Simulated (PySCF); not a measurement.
**EPR calculation of BSi3H6O3**

BSi3H6O3, multiplicity 2, computed with UKS B3LYP, pcH-1 on B H O Si, non-relativistic, mean-field spin-orbit, GIAO (PySCF 2.14.0).

It belongs to a series of runs on one base structure; here: H removed from Si.

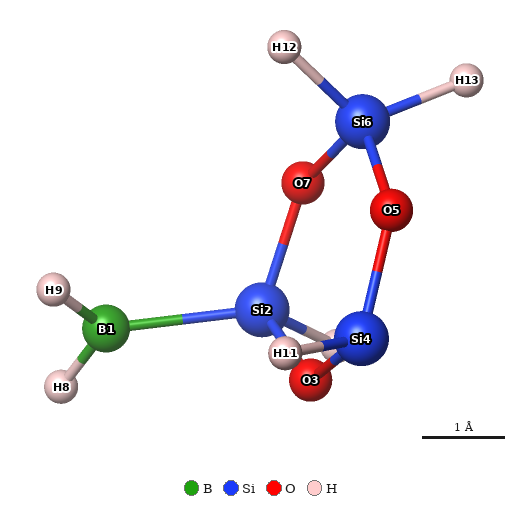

Figure 1. The input geometry (ball-and-stick view, seen at a tilt; atoms are numbered from 1 in the order of the input). Bond lengths as drawn: B–H 1.17 Å, B–Si 1.93 Å, H–Si 1.45 to 1.47 Å and O–Si 1.60 to 1.68 Å.

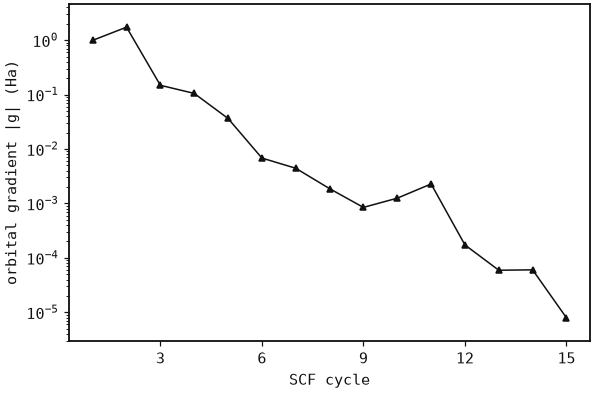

Figure 2. Convergence of the self-consistent field: orbital gradient |g| against the SCF cycle. All cycles printed in the log are drawn one after another.

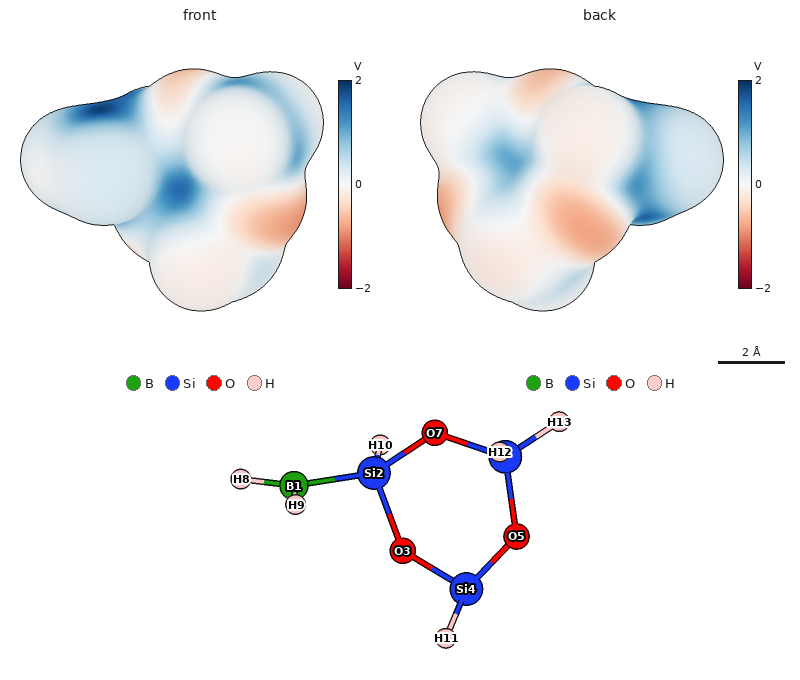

Figure 3. The electrostatic potential painted on the density surface at 0.001 e/bohr³, seen face on and from behind; the colour scale runs from red (negative) to blue (positive). The bare structure is drawn below in the same view.

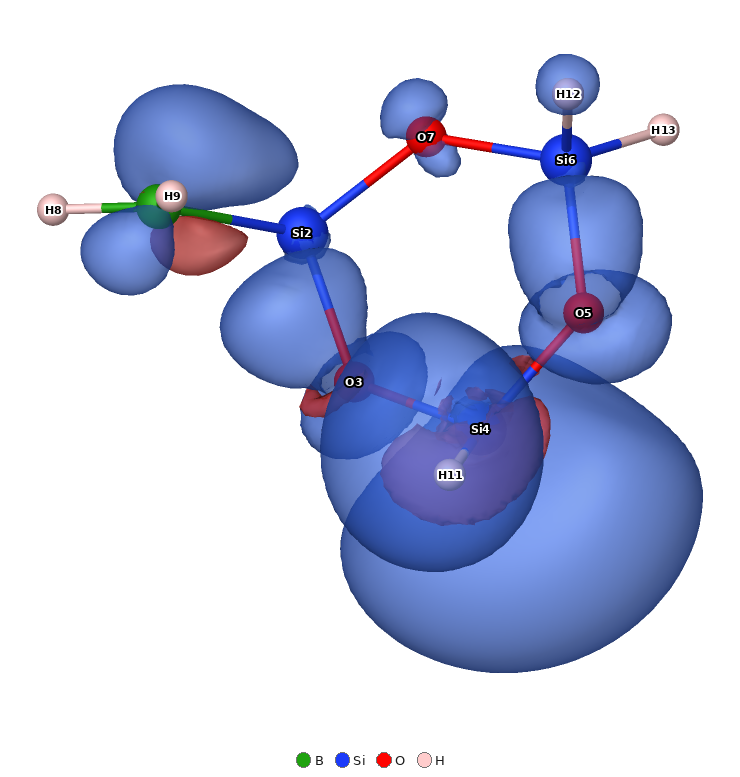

Figure 4. Isosurfaces of the spin density at +0.003 (blue) and −0.003 e/Å³ (red), seen at a tilt. The unpaired spin (1 electron) lies mostly on Si4 (about 0.7) and H11 (about 0.1), in electrons by Hirshfeld's partition.

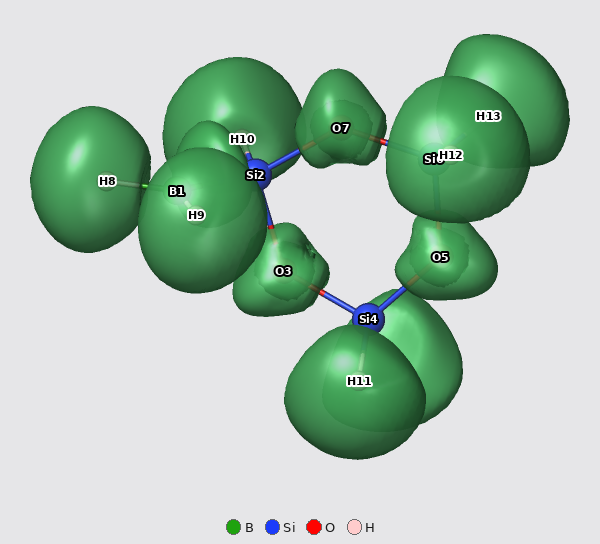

Figure 5. Isosurface of the ELF at 0.8 (green), seen face on. Core shells and regions of very low density are left out. Profiles from the grid: Si–O (1.60 Å): the ELF peaks at about 0.85 between the atoms, which marks a polar covalent bond. Si–B (1.93 Å): the ELF peaks at about 1 between the atoms, as expected for localised, shared-pair bonding.

These pictures come from the run below.

The input
```
{"job": {"kind": "epr", "basis": "pcH-1"}, "charge": 0, "multiplicity": 2}
B     -2.348969     0.029626     0.749018
Si    -1.036992    -0.506477    -0.566361
O     -0.004591    -1.530051     0.268039
Si     1.496912    -1.299439     0.785689
O      2.154211     0.008599     0.087973
Si     1.445914     1.146268    -0.850899
O     -0.090726     0.734565    -1.114981
H     -3.431009    -0.416408     0.721649
H     -2.087282     0.725221     1.655409
H     -1.234897    -1.278916    -1.799555
H      1.533626    -1.094648     2.224825
H      1.443410     2.368526    -0.061268
H      2.156006     1.113620    -2.117264
```

The first line tells a small driver script what to run in PySCF; the rest is the geometry in Å.

Command:
```bash
OMP_NUM_THREADS=1 python <driver script> task.json out
```

What the program printed
```
UKS, coarse grid
  cycle   1  E = -1122.46034425  |g| = 9.91e-01
  cycle   2  E = -1121.65042687  |g| = 1.73e+00
  cycle   3  E = -1122.80547824  |g| = 1.48e-01
  cycle   4  E = -1122.81267802  |g| = 1.05e-01
  cycle   5  E = -1122.81689116  |g| = 3.64e-02
  cycle   6  E = -1122.81744251  |g| = 6.82e-03
  cycle   7  E = -1122.81749128  |g| = 4.43e-03
  cycle   8  E = -1122.81750351  |g| = 1.87e-03
  cycle   9  E = -1122.81750614  |g| = 8.46e-04
UKS, final grid
  cycle   1  E = -1122.81752618  |g| = 1.25e-03
  cycle   2  E = -1122.81752503  |g| = 2.28e-03
  cycle   3  E = -1122.81752688  |g| = 1.73e-04
  cycle   4  E = -1122.81752690  |g| = 5.93e-05
  cycle   5  E = -1122.81752691  |g| = 6.03e-05
  cycle   6  E = -1122.81752692  |g| = 7.93e-06
E = -1122.81752692 Eh   <S^2> = 0.7518 (exact 0.7500)
g shifts (ppm)      1          2          3
  rmc          -167       -167       -167
  gc             83         82         21
  oz_so       -1050       -261        231
  total       -1135       -345         85
hyperfine (MHz)  atom isotope    a_iso     a_fc   dipolar eigenvalues
    0   11B       3.08       3.09     -2.30     -1.20      3.50
    1  29Si      -4.53      -4.56     -5.79      2.54      3.25
    2   17O     -69.19     -69.15    -16.51      7.60      8.91
    3  29Si    -772.48    -773.42   -134.93     65.73     69.20
    4   17O     -49.57     -49.52    -22.51     10.81     11.70
    5  29Si      -3.41      -3.42     -2.97      1.36      1.60
    6   17O      -1.24      -1.23     -1.28      0.54      0.73
    7    1H      -1.00      -1.00     -1.12     -0.19      1.30
    8    1H      -1.15      -1.15     -0.62     -0.26      0.89
    9    1H      -0.65      -0.65     -1.35     -0.88      2.23
   10    1H     212.64     212.64     -6.61     -0.65      7.26
   11    1H       6.99       6.99     -1.15     -0.94      2.09
   12    1H      -0.77      -0.77     -1.23     -1.06      2.29
```

Key numbers

```json
{"quantity": "outcome", "value": "converged"}
{"quantity": "total energy", "value": "−1122.817527 hartree"}
{"quantity": "⟨S²⟩", "value": "0.752"}
{"quantity": "isotropic g", "value": "2.0019"}
{"quantity": "hardware", "value": "1 CPU thread, shared host"}
{"quantity": "wall time", "value": "96 s"}
{"quantity": "peak memory", "value": "1 GiB"}
```
